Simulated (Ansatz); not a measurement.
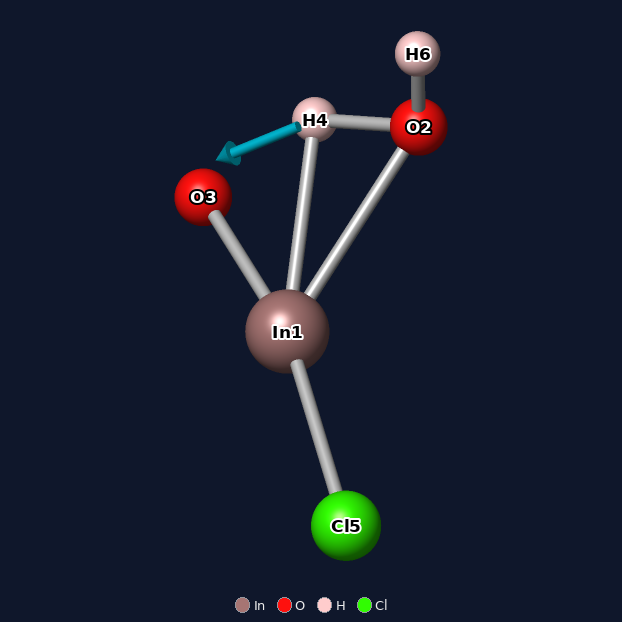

The arrows show one normal mode. Harmonic vibrations computed with RKS PBE0-D4/def2-SVP, core potentials on In (Ansatz 0.2.0) at a stationary point of the same level. It is a saddle point of order 1.

Estimate its harmonic wavenumber.

Answer. 1367i cm⁻¹; it is mode 1 of 12 counted from the lowest.
